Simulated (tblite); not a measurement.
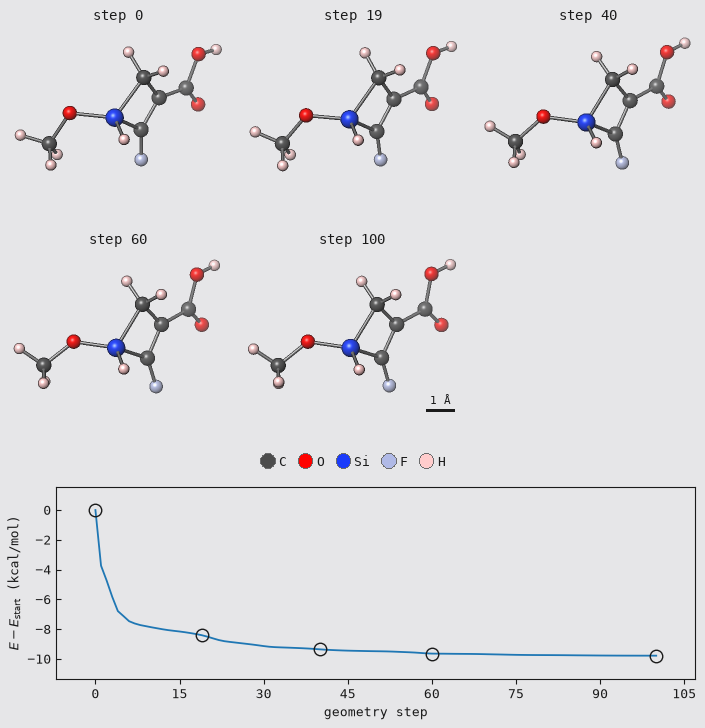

Frames of a relaxation of C$_{5}$H$_{7}$FO$_{3}$Si, marked on the history of the run. The picture is a ball-and-stick view, seen from a free direction.

All numbers below come from tblite 0.8.0, GFN2-xTB geometry optimisation, gas phase. 

> Describe the path.

The atom that moves furthest after the best rigid fit is an H atom (0.61 Å). Largest moves by element: H 0.61 Å, F 0.52 Å, O 0.38 Å, C 0.31 Å, Si 0.29 Å. Some distances before and after: O–Si 1.672 → 1.608 Å, C–Si 1.863 → 1.912 Å, H–Si 1.487 → 1.458 Å, C–H 1.112 → 1.090 Å. Bond angles that change, for instance: C–O–Si 118.7° → 131.9°, O–Si–C 117.5° → 110.3°, C–C–C 132.9° → 125.6°. Groups turn about O–Si by about 25°. The energy falls by 9.78 kcal/mol in 100 geometry steps. From step 0 to 19: the F atom moves most (0.17 Å), energy −8.41 kcal/mol. From step 19 to 40: the F atom moves most (0.28 Å), energy −0.95 kcal/mol. From step 40 to 60: an H atom moves most (0.26 Å), energy −0.29 kcal/mol. From step 60 to 100: an O atom moves most (0.21 Å), energy −0.14 kcal/mol.

| step | E − E(0), kcal/mol |
| --- | --- |
| 0 | 0.00 |
| 1 | -3.74 |
| 2 | -4.74 |
| 3 | -5.83 |
| 4 | -6.79 |
| 5 | -7.12 |
| 6 | -7.47 |
| 7 | -7.62 |
| 8 | -7.73 |
| 9 | -7.80 |
| 10 | -7.88 |
| 15 | -8.16 |
| 19 | -8.41 |
| 24 | -8.86 |
| 29 | -9.09 |
| 34 | -9.24 |
| 38 | -9.30 |
| 43 | -9.42 |
| 48 | -9.47 |
| 53 | -9.51 |
| 57 | -9.57 |
| 62 | -9.65 |
| 67 | -9.67 |
| 72 | -9.70 |
| 76 | -9.73 |
| 81 | -9.74 |
| 86 | -9.76 |
| 91 | -9.77 |
| 95 | -9.78 |
| 100 | -9.78 |
